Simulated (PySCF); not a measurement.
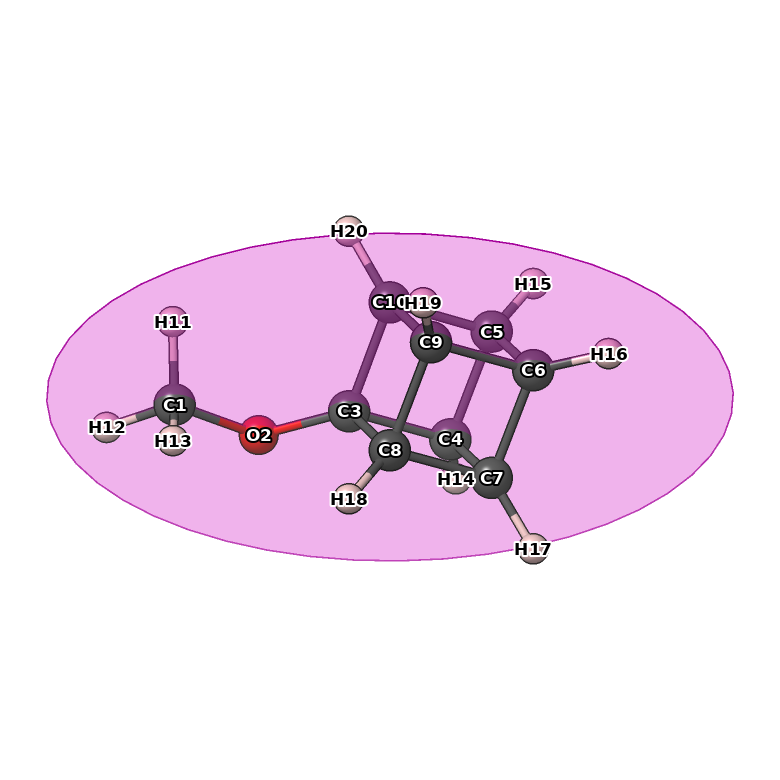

A disc through the centre of mass is drawn in. Atoms fade into the background with distance from the viewer. The geometry was computed by an optimisation with PBE0-D3(BJ)/def2-SVP. No frequency run is at hand to confirm it as a minimum.

Question: Is the plane of the disc a mirror plane of the structure?

Answer: Yes. The reflection leaves C1, O2, C3, C4, C6, C9, H12, H14, H16, H19 in place and moves C5 ↔ C7; C8 ↔ C10; H11 ↔ H13; H15 ↔ H17; H18 ↔ H20. The point group is Cs.
